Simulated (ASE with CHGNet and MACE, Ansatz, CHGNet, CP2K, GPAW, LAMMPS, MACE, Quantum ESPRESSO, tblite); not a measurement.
# Machine-learned potentials runs on liquid Na(Cl,I) at 1300 K (64 atoms)

Wanted: machine-learned potentials inputs and outputs for liquid Na(Cl,I) at 1300 K (64 atoms), checked against a plane-wave reference.

Main program and level: ASE with CHGNet and MACE; the method is named at each step.

### 1. Starting point

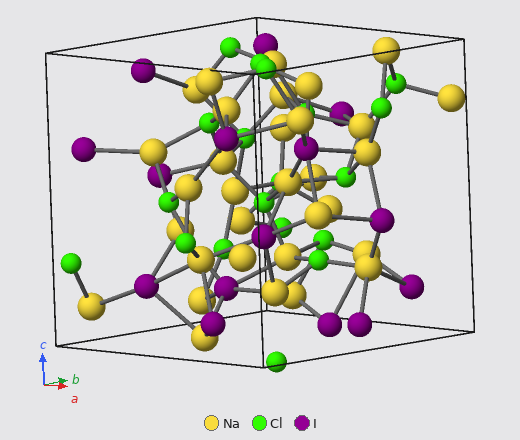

The cell as given, from a free direction (sodium yellow, chlorine green, iodine purple). Bonds to atoms that aren't drawn are left out. Some periodic images of atoms are drawn too.

The cell holds 64 atoms: 32 Na, 17 Cl and 15 I. Its edges and angles: a = 13.814 Å, b = 13.814 Å, c = 13.814 Å, α = 90.0°, β = 90.0°, γ = 90.0°. 64 atoms (32 Na, 17 Cl, 15 I) placed at random at 2.04 g/cm³, melted at 1800 K for 10 ps at fixed volume with the Lennard-Jones and Coulomb ion parameters for SPC/E (Joung and Cheatham, J. Phys. Chem. B 112, 9020 (2008)), full charges. Snapshot at the end of a hold of 20 ps at 1300 K and fixed volume.

The yardstick, on the same geometry:

| Property | Result |
| --- | --- |
| method | Kohn-Sham DFT, PBE, SSSP efficiency 1.3.0 pseudopotentials, plane waves (Quantum ESPRESSO 7.5); sssp-pbe-1.3.0-efficiency, cutoffs 45/360 Ry, Γ point |
| r.m.s. force component | 0.246 eV/Å |
| longest force | 0.756 eV/Å |
| pressure | -0.909 GPa |
| gap (highest filled to lowest empty level) | 1.978 eV |
| time | 3.4 min on 4 MPI ranks of Arm Neoverse V1, shared host |
| CPU time | 13 min |

### 2. CHGNet 0.3.0 potential

Method: machine-learned interatomic potential CHGNet 0.3.0, trained on PBE(+U) plane-wave data.

Input file run.py:

```python
import numpy as np
from ase.io import read
import mlip  # loads the published weights by name

atoms = read("structure.xyz")
atoms.calc = mlip.calc("chgnet-0.3.0")
energy = atoms.get_potential_energy()
forces = atoms.get_forces()
print(f"energy {energy:.6f} eV")
print("forces (eV/A)")
for i, (a, f) in enumerate(zip(atoms, forces)):
    print(f"{i:4d} {a.symbol:2s} {f[0]:10.5f} {f[1]:10.5f} {f[2]:10.5f}")
stress = -atoms.get_stress(voigt=False) * 160.21766
print("stress (GPa, compression positive)")
for row in stress:
    print(" ".join(f"{x:10.4f}" for x in row))
```

Input file structure.xyz:

```xyz
64
Lattice="13.81440 0.00000 0.00000 0.00000 13.81440 0.00000 0.00000 0.00000 13.81440" Properties=species:S:1:pos:R:3 pbc="T T T"
Na 4.13479 2.76026 9.10604
Na 7.12257 10.22183 7.22383
Na 4.02966 4.43774 5.20886
Na 12.96247 9.56233 13.71798
Na 5.30128 10.22003 10.98383
Na 12.00886 8.82602 3.52806
Na 8.45828 3.41133 11.31952
Na 6.61972 3.25219 0.50644
Na 13.13349 13.52361 11.01353
Na 12.62747 5.08052 6.47122
Na 13.57251 3.19734 11.24865
Na 3.08779 9.01721 6.45575
Na 12.36983 0.29715 5.03866
Na 4.41729 13.76342 5.12017
Na 2.57114 7.23875 11.40434
Na 5.23883 6.19811 8.37318
Na 8.98212 6.73659 7.57347
Na 8.96928 5.64083 2.51118
Na 7.46489 2.35978 4.33579
Na 9.04180 11.62509 3.58719
Na 7.27314 7.69324 12.88953
Na 11.34632 6.00512 12.37798
Na 9.47626 11.20693 9.68307
Na 0.81754 1.60744 1.73329
Na 7.87587 1.31389 7.87504
Na 7.17990 8.29693 3.73113
Na 5.13426 10.52422 1.50093
Na 2.96056 6.72430 1.55440
Na 1.36030 11.02237 4.68115
Na 12.24384 8.78402 8.96858
Na 10.72509 0.13939 13.24414
Na 2.62999 12.76202 8.93446
Cl 3.28368 11.83272 6.53103
Cl 1.18804 0.01464 3.99319
Cl 9.66953 7.88250 3.80808
Cl 11.37878 11.65880 11.80150
Cl 6.53048 7.51945 6.34095
Cl 6.53145 11.30294 4.10633
Cl 5.66390 2.15505 6.93828
Cl 8.77242 0.12916 5.48597
Cl 8.78665 5.41193 13.29222
Cl 13.69311 8.40178 11.21854
Cl 6.01161 4.63777 10.40072
Cl 4.09058 8.05614 13.40052
Cl 7.92062 9.01390 10.45557
Cl 9.91832 9.59079 7.53037
Cl 2.94012 8.29113 3.79371
Cl 4.00479 8.85614 9.02191
Cl 12.76409 1.88456 13.78194
I 2.30659 4.90618 7.63107
I 11.55616 12.04326 2.18419
I 9.68873 4.34421 5.34313
I 13.36778 6.79986 1.17298
I 11.40710 5.63655 9.46204
I 7.93762 10.13797 0.36705
I 13.47843 8.38313 5.89336
[... 4 atom lines left out ...]
I 8.79535 1.70442 1.48367
I 0.92253 1.36928 9.17483
I 6.28265 13.02311 9.83143
I 2.45938 3.91970 12.69253
```

Command:

```sh
$ OMP_NUM_THREADS=1 python run.py > output.txt
```

The program printed:

```text
CHGNet v0.3.0 initialized with 412,525 parameters
CHGNet will run on cpu
energy -199.826096 eV
forces (eV/A)
   0 Na   -0.02188    0.10323    0.24195
   1 Na    0.06427   -0.23258   -0.08026
   2 Na    0.20258   -0.21865   -0.30777
   3 Na    0.06103    0.32930   -0.49974
   4 Na    0.11359   -0.08153    0.01440
   5 Na    0.01340    0.08839   -0.50791
   6 Na   -0.06849    0.23072   -0.02189
   7 Na   -0.49595    0.26439    0.01657
   8 Na    0.07424   -0.34599    0.30267
   9 Na    0.01351    0.24809    0.12595
  10 Na   -0.05078   -0.04318    0.34561
  11 Na    0.09865   -0.16083    0.03915
  12 Na   -0.02614   -0.19688   -0.44554
  13 Na    0.06948   -0.16207    0.15474
  14 Na   -0.24434    0.00548   -0.09601
  15 Na   -0.09575    0.29710    0.10508
  16 Na   -0.04592    0.30595   -0.16776
  17 Na    0.14392   -0.11019   -0.09597
  18 Na    0.01418   -0.26297    0.05687
  19 Na   -0.18882    0.19280    0.13973
  20 Na   -0.15261   -0.34061   -0.33882
  21 Na    0.18967    0.23423    0.42226
  22 Na    0.05629   -0.00260    0.33119
  23 Na    0.35423   -0.12031   -0.04533
[...]
56 I     0.20661    0.39055   -0.19842
  57 I     0.05494   -0.09210   -0.16142
  58 I     0.23475   -0.04911    0.14022
  59 I    -0.36711    0.27113   -0.23443
  60 I     0.13681   -0.04338    0.06848
  61 I     0.24411    0.00557   -0.32733
  62 I    -0.00124   -0.14883   -0.16159
  63 I     0.00141    0.19787   -0.02857
stress (GPa, compression positive)
   -1.0443     0.0508    -0.1300
    0.0508    -1.0921    -0.1416
   -0.1300    -0.1416    -1.1393
```

Wall time 4 s (1 thread of Arm Neoverse V1, shared host); peak memory 0.48 GiB.

Banners, paths, timers and routine set-up lines are dropped from the logs unmarked, and long logs keep their key lines alone; longer cuts are marked.

Numbers from this run, and their distance from the reference:

| Quantity | Value |
| --- | --- |
| r.m.s. force component | 0.221 eV/Å |
| r.m.s. difference of force components | 75.1 meV/Å |
| longest difference of force vectors | 280.4 meV/Å |
| force difference over r.m.s. force | 30.53 % |
| slope of forces against the reference's | 0.8569 |
| correlation of force components | 0.9539 |
| pressure | -1.092 GPa |
| pressure difference | -0.1829 GPa |

Length of the force difference by element (eV/Å):

```tsv
element	atoms	mean	most
Cl	17	0.12	0.28
I	15	0.13	0.24
Na	32	0.11	0.26
```

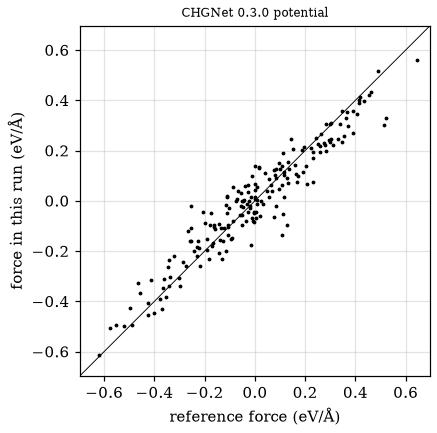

Force components against those of the reference; the line marks equality.

A closer look about Cl47, picked at random: 9 atoms, nearest first, numbered in the order of the input, with positions taken from that point.

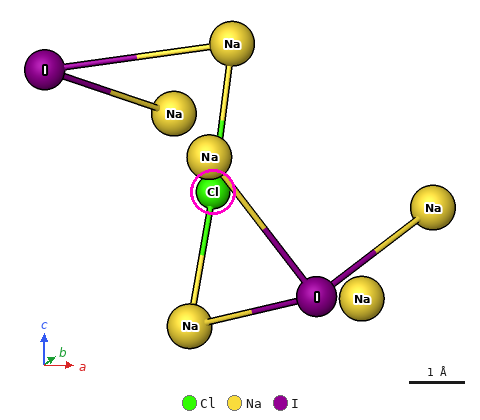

The atoms of the table, within 4.2 Å (arrows a, b, c point along x, y, z); some may hide others; the central atom is ringed.

```tsv
atom	x	y	z	distance (Å)	Fx	Fy	Fz (eV/Å)
Cl47	0.00	0.00	0.00	0.00	0.09	0.40	0.12
Na28	0.02	-1.57	-2.24	2.73	-0.26	-0.06	0.04
Na12	0.15	0.73	2.66	2.76	0.10	-0.16	0.04
Na29	-1.58	2.73	0.89	3.28	0.12	0.08	-0.11
Na27	2.19	2.23	-2.29	3.88	-0.09	-0.06	0.13
I56	-3.28	0.09	2.10	3.89	0.36	-0.06	0.56
I59	2.80	-2.66	-1.33	4.08	0.23	-0.05	0.14
Na26	4.24	0.01	-0.06	4.24	-0.49	0.23	0.15
Na3	1.09	-3.85	1.42	4.25	0.20	-0.22	-0.31
```

Atoms are counted from 1 here, from 0 in the log.

Forces lie 31 % from the reference's, at 0.0050 times its CPU time (on 1 against 4 cores).

### 3. MACE MP-0b3 medium potential

Method: machine-learned interatomic potential MACE MP-0b3 medium, trained on PBE(+U) plane-wave data.

Edit run.py of step 2 so:

```diff
@@ -5,3 +5,3 @@
 atoms = read("structure.xyz")
-atoms.calc = mlip.calc("chgnet-0.3.0")
+atoms.calc = mlip.calc("mace-mp-0b3-medium")
 energy = atoms.get_potential_energy()
```

structure.xyz is that of step 2.

The program printed:

```text
energy -179.378285 eV
forces (eV/A)
   0 Na   -0.05222    0.15788    0.26235
   1 Na   -0.03269   -0.14777   -0.05817
   2 Na    0.23630   -0.21670   -0.34920
   3 Na   -0.01931    0.31306   -0.51970
   4 Na    0.16307   -0.11917    0.05601
   5 Na   -0.08404    0.05154   -0.52674
   6 Na   -0.02413    0.26525   -0.08896
   7 Na   -0.58087    0.25469    0.07522
   8 Na    0.24247   -0.32851    0.47904
   9 Na    0.06278    0.14261    0.10254
  10 Na    0.01770   -0.08072    0.29908
  11 Na    0.09709   -0.24410    0.01162
  12 Na   -0.10818   -0.21000   -0.44676
  13 Na    0.09067   -0.17486    0.15577
  14 Na   -0.29133    0.00736   -0.13304
  15 Na   -0.18913    0.31229    0.12560
  16 Na    0.00574    0.34399   -0.21468
  17 Na    0.17225   -0.13309   -0.09178
  18 Na   -0.01189   -0.29730    0.08565
  19 Na   -0.17998    0.27835    0.15130
  20 Na   -0.12521   -0.32292   -0.35814
  21 Na    0.05573    0.31109    0.46663
  22 Na   -0.04655   -0.02316    0.39665
  23 Na    0.35851   -0.18647   -0.14144
[...]
56 I     0.18289    0.31871   -0.21002
  57 I    -0.04996   -0.09899   -0.28458
  58 I     0.38373   -0.02868    0.17351
  59 I    -0.38789    0.38626   -0.28968
  60 I     0.11936   -0.03949    0.05808
  61 I     0.18033    0.00798   -0.34205
  62 I     0.02478   -0.12013   -0.17791
  63 I     0.04398    0.26513   -0.02538
stress (GPa, compression positive)
   -1.2085     0.0676    -0.1467
    0.0676    -1.2609    -0.0894
   -0.1467    -0.0894    -1.2766
```

Elapsed: 8.2 s, on 1 thread; peak memory 0.71 GiB.

Compared with the plane-wave run:

- r.m.s. force component: 0.2353 eV/Å
- r.m.s. difference of force components: 64.03 meV/Å
- longest difference of force vectors: 253.4 meV/Å
- force difference over r.m.s. force: 26.03 %
- slope of forces against the reference's: 0.9236
- correlation of force components: 0.9656
- pressure: -1.249 GPa
- pressure difference: -0.3397 GPa

Against the first run (31 %), the force difference from the reference is 26 %, at 2.0 times the CPU time.

### 4. CHGNet r2SCAN potential

Method: machine-learned interatomic potential CHGNet r2SCAN, trained on r2SCAN plane-wave data.

Edit run.py of step 3 so:

```diff
@@ -5,3 +5,3 @@
 atoms = read("structure.xyz")
-atoms.calc = mlip.calc("mace-mp-0b3-medium")
+atoms.calc = mlip.calc("chgnet-r2scan")
 energy = atoms.get_potential_energy()
```

structure.xyz is that of step 3.

The program printed:

```text
CHGNet vr2scan initialized with 412,525 parameters
CHGNet will run on cpu
energy -688.143250 eV
forces (eV/A)
   0 Na    0.02866    0.11298    0.20782
   1 Na    0.09212   -0.22252   -0.08420
   2 Na    0.15038   -0.15987   -0.22791
   3 Na    0.09154    0.26359   -0.50737
   4 Na    0.11764   -0.13503   -0.01104
   5 Na    0.01572    0.06007   -0.40051
   6 Na   -0.04813    0.17753    0.00342
   7 Na   -0.42140    0.18809    0.03285
   8 Na    0.07274   -0.30035    0.24873
   9 Na   -0.00895    0.22043    0.11012
  10 Na   -0.01642   -0.09911    0.32124
  11 Na    0.12828   -0.11645    0.03641
  12 Na   -0.11291   -0.17834   -0.42840
  13 Na    0.07874   -0.12517    0.10298
  14 Na   -0.22787    0.03711   -0.04573
  15 Na   -0.07111    0.29376    0.09891
  16 Na   -0.10023    0.32134   -0.17229
  17 Na    0.12310   -0.09268   -0.07410
  18 Na    0.05121   -0.27542    0.06928
  19 Na   -0.15598    0.18433    0.11402
  20 Na   -0.10829   -0.20940   -0.30178
  21 Na    0.17416    0.20322    0.32609
  22 Na    0.08094   -0.06048    0.29220
  23 Na    0.29876   -0.11529   -0.08915
[...]
56 I     0.20499    0.29480   -0.13967
  57 I     0.03316   -0.08746   -0.19129
  58 I     0.22093   -0.01324    0.09976
  59 I    -0.37816    0.30787   -0.18168
  60 I     0.09320    0.04738    0.04454
  61 I     0.18929   -0.06238   -0.21666
  62 I    -0.01768   -0.11068   -0.18658
  63 I    -0.00564    0.17830   -0.02996
stress (GPa, compression positive)
   -1.3976     0.0760    -0.1349
    0.0760    -1.3860    -0.1277
   -0.1349    -0.1277    -1.5174
```

Run time: 4.1 s. Hardware: 1 thread; peak memory 0.48 GiB.

Numbers from this run, and their distance from the reference:

- r.m.s. force component: 0.1943 eV/Å
- r.m.s. difference of force components: 91.4 meV/Å
- longest difference of force vectors: 313.5 meV/Å
- force difference over r.m.s. force: 37.16 %
- slope of forces against the reference's: 0.7431
- correlation of force components: 0.9405
- pressure: -1.434 GPa
- pressure difference: -0.5247 GPa

Against the first run (31 %), the force difference from the reference is 37 %, at 1 times the CPU time; this potential was trained at another functional than the reference's, which explains only part of so large a difference.

### 5. Side by side

Differences are against the plane-wave reference, forces as r.m.s. over components; share is that over the reference's r.m.s. force, slope the least-squares factor from reference forces to these. Total energies of different programs have different zeros and aren't compared.

```tsv
run	Δ force, r.m.s. (meV/Å)	share (%)	slope	Δ pressure (GPa)	cores	CPU time	memory (GiB)
reference	-	-	-	-	4	13 min	5.1
CHGNet 0.3.0 potential	75.1	30.5	0.857	-0.183	1	4 s	0.48
MACE MP-0b3 medium potential	64.0	26.0	0.924	-0.340	1	8.2 s	0.71
CHGNet r2SCAN potential	91.4	37.2	0.743	-0.525	1	4 s	0.48
```

Times of the machine-learned potentials are mostly Python's start and the loading of weights.

CPU time is summed over cores on a shared host, where runs went side by side, so it is rough. Symmetry, cutoffs, thresholds, outputs and thread counts weren't matched or tuned between programs; memory under MPI is the largest rank's times the ranks.

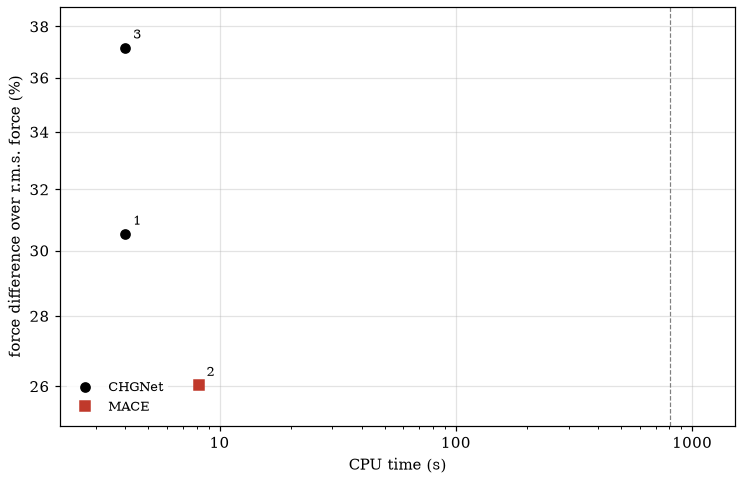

Force difference against CPU time; the dashed line marks the reference's time. Points: 1 CHGNet 0.3.0 potential; 2 MACE MP-0b3 medium potential; 3 CHGNet r2SCAN potential.

### 6. Results

```json
{"nearest in forces": "MACE MP-0b3 medium potential, 26 %", "its CPU time": "8.2 s"}
```

**Reading.** Machine-learned potentials differ by 26 % (MACE MP-0b3 medium potential) to 37 % (CHGNet r2SCAN potential); they were trained on other programs' data, some at another functional. The reference's pressure holds the uncorrected Pulay stress of its 45 Ry basis, so small pressure differences, and their order, may be the reference's own error. The frame stands for 1300 K, but pressures are static and levels are smeared at 580 K. Machine-learned potentials mimic data converged in k, so the reference's own k-point error enters their differences. The network of bonds at the start is that of the classical potential that made the cell, and needn't be the one that DFT or experiment would give. The ion parameters were fitted for water, not for melts, so the starting structure of this cell may lie well off the real melt's. The electronic-structure runs sample only Γ, in a cell whose shortest periodic width is 14 Å. Spin–orbit coupling is left out, which matters for the levels of the heavy elements.

[Also dropped from logs without a mark: logging warnings of Python, and SIESTA's first energy breakdown and zero terms.]

[Logs are printed without paths, hosts, clocks, repeated set-up lines and the standing remarks that a program may print on its own settings, such as how far it seeks lower states.]

[Hosts, paths, dates, database ids (printed as entryN), source tags and the programs' standing remarks are cut or masked in the printed files.]
